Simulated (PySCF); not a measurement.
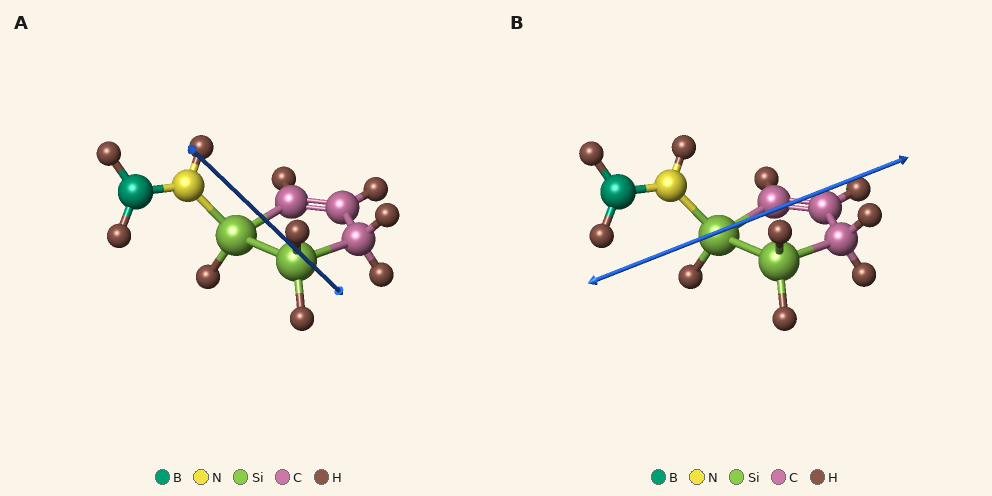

The double arrows show the directions of two transition dipoles from the ground state (lengths mean nothing). The computed structure is the end point of a GFN2-xTB optimisation. No frequency run is at hand to confirm it as a minimum. Method: TDDFT CAM-B3LYP/def2-SVPD, vertical, gas phase, core orbitals frozen in the response (PySCF 2.14.0).

> One belongs to singlet state 3 and one to singlet state 4. Which is which?

A: state 4, 6.67 eV (186 nm), oscillator strength 0.024, of mixed character, with the largest part HOMO → LUMO+2 (weight 0.40).
B: state 3, 6.55 eV (189 nm), oscillator strength 0.068, mainly HOMO−1 → LUMO (weight 0.52).

The geometry is semi-empirical. Around B, Si such bond lengths and angles can be off by a tenth of an ångström or more and by several degrees, and values that hang on the shape move with them.
